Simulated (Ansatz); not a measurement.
# AlH2Br (SMILES [H][Al]([H])[Br]) at 6 levels

Aim: a comparison of 6 runs (PBE/STO-3G, UPBE/STO-3G, UPBE0/STO-3G, UMP2/STO-3G, CCSDT/STO-3G, CCSD(T)/STO-3G) of AlH2Br. 

The calculation is run with Ansatz 0.2.0.

51 further runs of the same task are left out: 2 that didn't finish, 49 set aside as unsound or not needed.

**1. The molecule**

The species is AlH2Br (4 atoms), meant as a singlet with charge 0. SMILES: `[H][Al]([H])[Br]`. The H3–Al1 distance was set to 1.917 Å, away from the relaxed value.

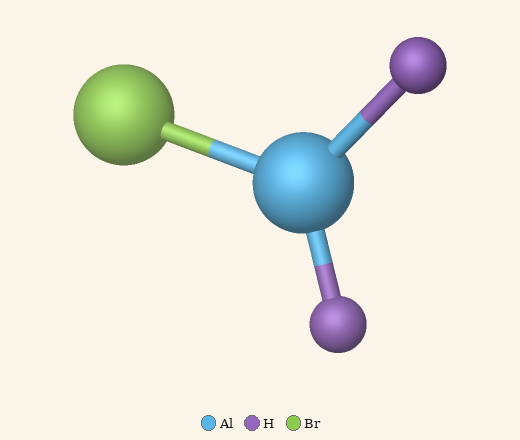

The structure, seen from a chosen angle (aluminium blue, hydrogen purple, bromine green).

**2. A single-point energy at PBE/STO-3G (run 1)**

Contents of input.yaml:

```yaml
crystal:
  periodic: [false, false, false]
  atoms:
    - symbol: Al
      position_ang: [0.267619, -0.194416, 0.006858]
    - symbol: H
      position_ang: [1.801529, -0.196506, 0.017538]
    - symbol: H
      position_ang: [-0.640600, 1.494120, -0.021230]
    - symbol: Br
      position_ang: [-0.883571, -2.116406, 0.013678]
basis:
  gaussian:
    orbitals: STO-3G
hamiltonian:
  xc: {name: PBE}
accuracy: high
```

Run with:

```
$ ansatz run input.yaml --threads 1 --pin off --max-ram 2610MiB --events-out events.jsonl --progress --plain --runs-dir runs
```

What it wrote:

```text
Warning: RAYON_NUM_THREADS=1 ignored (pool sized by the plan → 1); use --threads N
Functional definition: PBE
  name "PBE"
  parameter kappa = 0.804
  parameter beta = 0.06672455060314922
  exchange = pbe_x(kappa = kappa, mu = beta*pi^2/3)
  correlation = pbe_c(beta = beta)
412 factors; integrals over basis functions are off by at most 2.0e-8 eV
mean field evaluation 1: about -75811.0165 eV, gradient 2.8e1 eV
mean field evaluation 2: about -75806.6391 eV, gradient 4.2e1 eV
mean field evaluation 4: about -75814.1577 eV, gradient 1.2e0 eV
mean field evaluation 8: about -75814.1155 eV, gradient 1.1e-2 eV
mean field evaluation 16: about -75814.1155 eV, gradient 1.7e-8 eV
mean field -75814.11551119 eV, -2786.1173563831 hartree, gradient 1.7e-8 eV, S^2 0.000000; 0 other end points of the search recorded, 0 dependent functions left out
reference -75814.11551290 eV, -2786.1173564459 hartree; 25, 25 occupied and 4, 4 virtual orbitals, 412 factors
Total energy: -75814.11551290 eV, -2786.1173564459 hartree
```

It took 1.3 s on 1 thread of Arm Neoverse V1, shared host; peak memory 0.098 GiB.

**3. A single-point energy at UPBE/STO-3G (run 2)**

Contents of in.yaml:

```yaml
crystal:
  periodic: [false, false, false]
  atoms:
    - {symbol: Al, position_ang: [0.267619, -0.194416, 0.006858]}
    - {symbol: H, position_ang: [1.801529, -0.196506, 0.017538]}
    - {symbol: H, position_ang: [-0.640600, 1.494120, -0.021230]}
    - {symbol: Br, position_ang: [-0.883571, -2.116406, 0.013678]}
basis:
  gaussian:
    orbitals: STO-3G
magnetization:
  spin_polarized: true
hamiltonian:
  xc: {name: PBE}
accuracy: high
```

Run with:

```
$ ansatz run in.yaml --threads 1 --pin off --max-ram 2610MiB --events-out events.jsonl --progress --plain --runs-dir runs
```

What it wrote (excerpt; [...] marks lines left out):

```text
Warning: RAYON_NUM_THREADS=1 ignored (pool sized by the plan → 1); use --threads N
[... 6 set-up lines as earlier in the session ...]
412 factors; integrals over basis functions are off by at most 2.0e-8 eV
mean field evaluation 1: about -75811.0165 eV, gradient 2.0e1 eV
mean field evaluation 2: about -75806.6391 eV, gradient 3.0e1 eV
mean field evaluation 4: about -75814.1577 eV, gradient 8.6e-1 eV
mean field evaluation 8: about -75814.1155 eV, gradient 8.1e-3 eV
mean field evaluation 16: about -75814.1155 eV, gradient 7.5e-9 eV
mean field -75814.11551119 eV, -2786.1173563831 hartree, gradient 7.5e-9 eV, S^2 0.000000; 0 other end points of the search recorded, 0 dependent functions left out
reference -75814.11551290 eV, -2786.1173564459 hartree; 25, 25 occupied and 4, 4 virtual orbitals, 412 factors
Total energy: -75814.11551290 eV, -2786.1173564459 hartree
```

Wall time 2.1 s (1 thread of Arm Neoverse V1, shared host); peak memory 0.14 GiB.

Runs 3 to 4 aren't shown in full; the table further down has their settings and results.

**4. The energy at CCSDT/STO-3G (run 5)**

Contents of run.yaml:

```yaml
crystal:
  periodic: [false, false, false]
  atoms:
    - {symbol: Al, position_ang: [0.267619, -0.194416, 0.006858]}
    - {symbol: H, position_ang: [1.801529, -0.196506, 0.017538]}
    - {symbol: H, position_ang: [-0.640600, 1.494120, -0.021230]}
    - {symbol: Br, position_ang: [-0.883571, -2.116406, 0.013678]}
basis:
  gaussian:
    orbitals: STO-3G
correlation:
  method: ccsdt
  frozen_orbitals: {Al: 5, Br: 9, H: 0}
accuracy: high
scf:
  omitted_lower_state_checks: [cluster_reference, increment]
```

Run with:

```
$ ansatz run run.yaml --threads 1 --pin off --max-ram 2610MiB --events-out events.jsonl --progress --plain --runs-dir runs
```

What it wrote:

```text
Warning: RAYON_NUM_THREADS=1 ignored (pool sized by the plan → 1); use --threads N
[... 11 lines left out ...]
14 core orbitals not correlated: weight in the atoms' cores, before any rotation towards them, 0.999 or more for the frozen orbitals, at most 0.000 for the correlated occupied ones
[... 24 lines left out ...]
Total energy: -75781.19650403 eV, -2784.9076051833 hartree
Checks for a lower state left out: cluster_reference, increment
```

Run time: 0.5 s. Hardware: 1 thread of Arm Neoverse V1, shared host.

**5. The energy at CCSD(T)/STO-3G (run 6)**

Contents of input.yaml:

```yaml
crystal:
  periodic: [false, false, false]
  atoms:
    - {symbol: Al, position_ang: [0.267619, -0.194416, 0.006858]}
    - {symbol: H, position_ang: [1.801529, -0.196506, 0.017538]}
    - {symbol: H, position_ang: [-0.640600, 1.494120, -0.021230]}
    - {symbol: Br, position_ang: [-0.883571, -2.116406, 0.013678]}
basis:
  gaussian: {orbitals: STO-3G}
correlation: {method: ccsd_t, frozen_orbitals: {Al: 5, Br: 9, H: 0}}
accuracy: high
scf: {omitted_lower_state_checks: [cluster_reference, increment]}
```

Run with:

```
$ ansatz run input.yaml --threads 1 --pin off --max-ram 2610MiB --events-out events.jsonl --progress --plain --runs-dir runs
```

What it wrote:

```text
Warning: RAYON_NUM_THREADS=1 ignored (pool sized by the plan → 1); use --threads N
[... 11 lines left out ...]
14 core orbitals not correlated: weight in the atoms' cores, before any rotation towards them, 0.999 or more for the frozen orbitals, at most 0.000 for the correlated occupied ones
[... 22 lines left out ...]
Total energy: -75781.18693253 eV, -2784.9072534373 hartree
Checks for a lower state left out: cluster_reference, increment
```

Wall time 0.28 s (1 thread of Arm Neoverse V1, shared host).

**6. Overview of the runs**

```tsv
run	level	frozen core orbitals	energy (Eh)	wall time
1	PBE/STO-3G	–	-2786.117356	1.3 s
2	UPBE/STO-3G	–	-2786.117356	2.1 s
3	UPBE0/STO-3G	–	-2786.377024	2.2 s
4	UMP2/STO-3G	14	-2784.886208	0.3 s
5	CCSDT/STO-3G	14	-2784.907605	0.5 s
6	CCSD(T)/STO-3G	14	-2784.907253	0.28 s
```

**7. What came out**

```
                                           quantity           value
                                run 6: total energy  -2784.90725 Eh
run 6: correlation energy (14 core orbitals frozen)       -62.1 mEh
                              run 6: (T) correction       -0.98 mEh
                               run 6: T1 diagnostic           0.008
```

**Reading.** Totals of different functionals can't be ranked against each other. In runs 1, 2, 3, 4, 5, 6 the basis is minimal, so the values are rough. All runs together took 6.7 s, the longest 2.2 s.
